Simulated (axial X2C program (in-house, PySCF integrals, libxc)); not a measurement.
# AgC: bond curves with and without spin–orbit coupling, part 2 of 2

Computed with an in-house X2C program for linear molecules on PySCF integrals; all-electron X2C, Ag dyall-cv3z, C dyall-v3z.

## 9. PBE0, 2c

State followed: Ω = 3/2 (excess of +ω over −ω: ω = 3/2). The scan is laid around 2.023 Å, a first estimate of the minimum, and this SCF restarts from the orbitals of the search.

Output at 2.023 Å:

```text
two-component X2C + atomic mean field  PBE0
basis functions 192  fitting functions 915  grid points 5077
iter        total energy     max residual
   1      -5349.053157805     8.01e+00
   2      -5350.790940506     3.03e-02
   3      -5350.776420818     4.42e-02
   4      -5350.802671532     2.03e-03
   5      -5350.802633295     2.60e-03
   6      -5350.802753303     3.02e-04
   7      -5350.802755836     1.22e-04
   8      -5350.802756228     5.06e-05
   9      -5350.802756490     1.76e-05
  10      -5350.802756534     1.26e-05
  11      -5350.802756550     9.54e-06
  12      -5350.802756560     6.12e-06
  13      -5350.802756565     2.42e-06
  14      -5350.802756566     3.66e-07
converged
one-electron -7519.96591803  Coulomb 2253.76007811  exact exchange -38.27523797  xc functional -117.25933336  nuclear repulsion 73.76568140  atomic mean-field constant -2.82802671
```

Along the bond, energies from the lowest point:

```csv
R (Å),E (eV),μ (D),HOMO (eV),LUMO (eV),iterations
1.760,0.4828,-3.49,-6.00,-3.27,16
1.841,0.1975,-3.68,-5.99,-3.28,16
1.902,0.0767,-3.81,-5.98,-3.30,15
1.962,0.0156,-3.93,-5.97,-3.32,15
2.023,0.0000,-4.04,-5.95,-3.35,14
2.094,0.0244,-4.16,-5.93,-3.38,13
2.165,0.0815,-4.26,-5.92,-3.42,12
2.256,0.1862,-4.37,-5.90,-3.47,12
2.367,0.3401,-4.46,-5.89,-3.53,12
2.529,0.5774,-4.51,-5.90,-3.59,12
```

Dipoles are positive if C is the positive end.

Outer spinors at the reference distance:

```json
{"ω": "1/2", "occupied": "yes", "ε (eV)": "-16.29", "atomic character": "67% C s, 15% Ag d, 9% Ag p", "λ mixture": "100% σ"}
{"ω": "-1/2", "occupied": "yes", "ε (eV)": "-13.28", "atomic character": "42% C s, 41% Ag d, 6% Ag s", "λ mixture": "100% σ"}
{"ω": "-1/2", "occupied": "yes", "ε (eV)": "-10.98", "atomic character": "92% Ag d, 5% C p", "λ mixture": "98% π, 2% σ"}
{"ω": "3/2", "occupied": "yes", "ε (eV)": "-10.87", "atomic character": "95% Ag d, 4% C p", "λ mixture": "77% π, 23% δ"}
{"ω": "1/2", "occupied": "yes", "ε (eV)": "-10.85", "atomic character": "86% Ag d, 7% C p, 4% C s", "λ mixture": "52% σ, 48% π"}
{"ω": "-3/2", "occupied": "yes", "ε (eV)": "-10.76", "atomic character": "99% Ag d", "λ mixture": "76% δ, 24% π"}
{"ω": "3/2", "occupied": "yes", "ε (eV)": "-10.36", "atomic character": "98% Ag d", "λ mixture": "77% δ, 23% π"}
{"ω": "1/2", "occupied": "yes", "ε (eV)": "-10.36", "atomic character": "86% Ag d, 8% C p, 4% C s", "λ mixture": "52% π, 48% σ"}
{"ω": "-3/2", "occupied": "yes", "ε (eV)": "-10.25", "atomic character": "98% Ag d", "λ mixture": "76% π, 24% δ"}
{"ω": "5/2", "occupied": "yes", "ε (eV)": "-10.19", "atomic character": "100% Ag d", "λ mixture": "100% δ"}
{"ω": "-5/2", "occupied": "yes", "ε (eV)": "-10.03", "atomic character": "100% Ag d", "λ mixture": "100% δ"}
{"ω": "-1/2", "occupied": "yes", "ε (eV)": "-9.35", "atomic character": "59% Ag d, 25% C s, 7% Ag s", "λ mixture": "98% σ, 2% π"}
{"ω": "1/2", "occupied": "yes", "ε (eV)": "-6.72", "atomic character": "55% C p, 35% Ag s, 7% Ag d", "λ mixture": "100% σ"}
{"ω": "-1/2", "occupied": "yes", "ε (eV)": "-5.99", "atomic character": "82% C p, 8% Ag p, 8% Ag d", "λ mixture": "100% π"}
{"ω": "3/2", "occupied": "yes", "ε (eV)": "-5.95", "atomic character": "82% C p, 8% Ag d, 8% Ag p", "λ mixture": "100% π"}
{"ω": "-1/2", "occupied": "no", "ε (eV)": "-3.35", "atomic character": "54% Ag s, 26% C p, 14% Ag p", "λ mixture": "100% σ"}
{"ω": "1/2", "occupied": "no", "ε (eV)": "-2.50", "atomic character": "39% Ag s, 36% Ag p, 20% C p", "λ mixture": "100% σ"}
{"ω": "1/2", "occupied": "no", "ε (eV)": "-1.06", "atomic character": "51% C p, 46% Ag p", "λ mixture": "100% π"}
{"ω": "-3/2", "occupied": "no", "ε (eV)": "-1.00", "atomic character": "52% C p, 45% Ag p", "λ mixture": "100% π"}
```

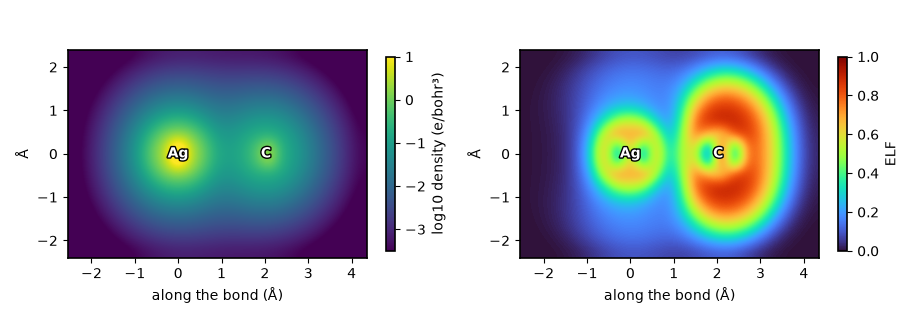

PBE0 fields in a plane through the axis, from a grid of 0.3 Å; Ag lies at z = 0 and C at z = 2.023 Å; the ELF is damped to zero where the density is low.

Re = 2.017 Å, ωe = 489 cm⁻¹, ωexe = 3.93 cm⁻¹, Be = 0.3839 cm⁻¹, De = 1.76 eV, μ = -4.03 D.

## 10. HF, 2c

The SCF at the reference distance of 2.023 Å:

```text
two-component X2C + atomic mean field  HF
basis functions 192  fitting functions 915  grid points 5077
iter        total energy     max residual
   1      -5348.369137124     4.11e-01
   2      -5348.397932347     5.94e-03
   3      -5348.400376868     5.04e-03
   4      -5348.401138669     4.28e-03
   5      -5348.401733261     3.48e-03
   6      -5348.402224077     1.87e-03
   7      -5348.402358933     8.84e-04
   8      -5348.402396504     2.49e-04
   9      -5348.402400760     1.49e-04
  10      -5348.402402025     5.24e-05
  11      -5348.402402287     3.58e-05
  12      -5348.402402356     3.38e-05
  13      -5348.402402408     3.05e-05
  14      -5348.402402488     2.30e-05
  15      -5348.402402563     8.29e-06
  16      -5348.402402570     2.90e-06
  17      -5348.402402571     1.03e-06
converged
one-electron -7521.06340514  Coulomb 2255.01690676  exact exchange -153.29355888  xc functional 0.00000000  nuclear repulsion 73.76568140  atomic mean-field constant -2.82802671
```

Re = 2.156 Å, ωe = 451 cm⁻¹, ωexe = 3.36 cm⁻¹, Be = 0.3362 cm⁻¹, De = 0.879 eV, μ = -5.82 D.

## 11. LDA, 2c

The SCF at the reference distance of 2.023 Å:

```text
two-component X2C + atomic mean field  LDA
basis functions 192  fitting functions 915  grid points 5077
iter        total energy     max residual
   1      -5345.335372172     7.84e-01
   2      -5345.278058520     5.62e-02
   3      -5343.277025746     4.47e-01
   4      -5345.123712327     9.72e-02
   5      -5345.301469408     4.58e-02
   6      -5345.345674355     1.81e-02
   7      -5345.306734439     4.46e-02
   8      -5345.306435432     4.47e-02
   9      -5345.313513440     4.09e-02
  10      -5345.315058130     3.99e-02
  11      -5345.313163918     4.08e-02
  12      -5345.317132779     3.85e-02
  13      -5345.314573172     4.05e-02
  14      -5345.315288136     4.00e-02
  15      -5345.328150783     3.22e-02
  16      -5345.343356902     2.07e-02
  17      -5345.353336906     1.07e-03
  18      -5345.353342375     1.09e-03
  19      -5345.353365227     1.19e-04
  20      -5345.353365576     1.07e-04
  21      -5345.353365832     9.22e-06
  22      -5345.353365834     2.29e-06
  23      -5345.353365834     3.65e-07
converged
one-electron -7517.99630768  Coulomb 2251.53387332  exact exchange 0.00000000  xc functional -149.82858616  nuclear repulsion 73.76568140  atomic mean-field constant -2.82802671
```

No constants are quoted: the solution changes its character somewhere along the scan, so the fit is set aside.

## 12. MP2, 2c

Correlated methods: 15 electrons correlated (frozen shells, counted by type: Ag 4 s, 3 p, 1 d; C 1 s), 249 virtual spinors in MP2.

Output of the correlated part at 2.023 Å:

```text
correlated 15  virtual 249  natural virtual 90  E(MP2) -0.507271320  MP2 remainder -0.041029843
iter   CCSD correlation   residual
   1     -0.437854739   1.25e-01
   2     -0.448067947   4.58e-02
   3     -0.450187926   2.34e-02
   4     -0.450420351   1.10e-02
   5     -0.450669045   4.59e-03
   6     -0.450712095   1.80e-03
   7     -0.450707257   7.17e-04
   8     -0.450719243   3.02e-04
   9     -0.450711726   1.35e-04
  10     -0.450713535   6.84e-05
  11     -0.450712596   4.77e-05
  12     -0.450712997   3.49e-05
  13     -0.450712972   2.13e-05
  14     -0.450713004   1.00e-05
  15     -0.450713050   4.58e-06
  16     -0.450713097   1.64e-06
  17     -0.450713110   6.75e-07
(T) -0.016900181  T1 0.0305  D1 0.0926  max T2 0.050
```

Coupled cluster ran at too few distances for a curve.

MP2: Re = 2.009 Å, ωe = 507 cm⁻¹, Be = 0.3873 cm⁻¹, De = 1.54 eV.

## 13. A higher determinant, 2c

State: Ω = 1/2 (excess of +ω over −ω: ω = 1/2).

Output at the reference distance:

```text
two-component X2C + atomic mean field  PBE0
basis functions 192  fitting functions 915  grid points 5077
iter        total energy     max residual
   1      -5348.834495467     8.14e+00
   2      -5350.772983862     3.37e-02
   3      -5350.716637595     6.41e-02
   4      -5350.786796145     1.47e-02
   5      -5350.790539110     1.40e-03
   6      -5350.790553582     6.68e-04
   7      -5350.790560307     9.49e-05
   8      -5350.790560603     4.75e-05
   9      -5350.790560714     3.06e-05
  10      -5350.790560799     3.10e-05
  11      -5350.790560868     1.37e-05
  12      -5350.790560886     7.34e-07
  13      -5350.790560886     2.57e-07
converged
one-electron -7519.83286752  Coulomb 2253.53350263  exact exchange -38.23842745  xc functional -117.19042324  nuclear repulsion 73.76568140  atomic mean-field constant -2.82802671
```

```csv
R (Å),E above the lowest PBE0 point (eV)
1.760,0.782
1.841,0.511
1.902,0.398
1.962,0.343
2.023,0.332
2.094,0.360
2.165,0.419
2.256,0.527
2.367,0.684
```

Re = 2.011 Å, ωe = 487 cm⁻¹, ωexe = 3.49 cm⁻¹, Be = 0.3864 cm⁻¹, μ = -2.83 D. Te = 0.33 eV.

## 14. The 2c curves together

Energy (eV) of the followed determinant, 2c, from each level's lowest point:

```csv
R (Å),PBE0,HF,MP2,LDA (jumps)
1.760,0.483,1.128,0.456,0.214
1.841,0.198,0.633,0.183,0.042
1.902,0.077,0.377,0.067,0.000
1.962,0.016,0.199,0.011,0.013
2.023,0.000,0.086,0.000,0.065
2.094,0.024,0.017,0.032,0.160
2.165,0.082,0.000,0.098,0.272
2.256,0.186,0.035,0.217,n/a
2.367,0.340,0.133,0.391,n/a
2.529,0.577,0.330,0.650,n/a
```

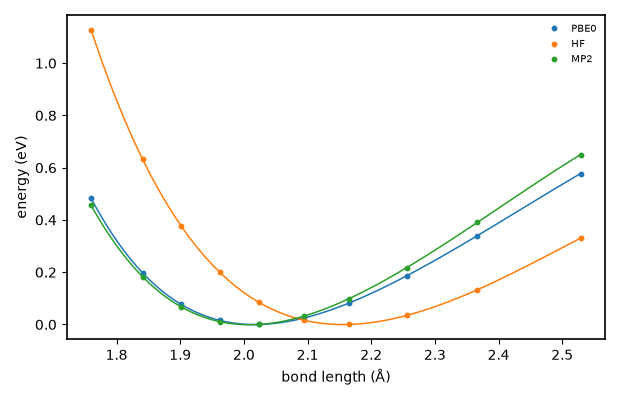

Curves of the followed state, 2c, each from its own lowest point. Left out: LDA.

Time for the job: 3 min (1 thread, shared host).

## 15. Constants

What follows sums up all 2 parts.

Lowest determinant that the search found at its distance, spin-free: M_S = 3/2, Λ = 0 (beyond closed shells: σα, π+α, π-α).

Lowest determinant that the search found at its distance, 2c: Ω = 3/2 (excess of +ω over −ω: ω = 3/2).

| Hamiltonian | level | Re (Å) | ωe (cm⁻¹) | De (eV) | μ (D) |
| --- | --- | --- | --- | --- | --- |
| spin-free | PBE0 | 2.017 | 489 | 1.76 | -4.03 |
| spin-free | HF | 2.155 | 451 | 0.880 | -5.82 |
| spin-free | MP2 | 2.008 | 508 | 1.54 | n/a |
| spin-free | LDA | 1.923 | 575 | 2.61 | -3.33 |
| 2c | PBE0 | 2.017 | 489 | 1.76 | -4.03 |
| 2c | HF | 2.156 | 451 | 0.879 | -5.82 |
| 2c | MP2 | 2.009 | 507 | 1.54 | n/a |

Dipoles are positive if C is the positive end. No constants: 2c LDA (the solution changes its character somewhere along the scan, so the fit is set aside).

Time per point (s) on 1 thread, shared host (2c runs); the times are rough: PBE0 1.3, HF 0.82, MP2 1.2.

What this shows: At MP2, going from spin-free to two-component changes Re by +1 mÅ, ωe by -0.1 %, which is small (part of it comes from the scalar share of the two-electron terms). De moves by 0.00 eV; both De rest on single-determinant atoms, which can miss part of an open shell's spin–orbit lowering.

De refers to Ag + C, each in the lowest determinant found, which need not be this curve's own limit. Each curve is one determinant whose occupation by symmetry is held fixed; it was picked as the lowest of a PBE0 search that is not exhaustive. De is counted from the lowest determinant-based energies of the atoms at the same level, without counterpoise correction. Density functionals use the spin component along the axis (collinear). With several unpaired electrons one determinant need not be a pure state. At some level an empty orbital lies below a filled one.
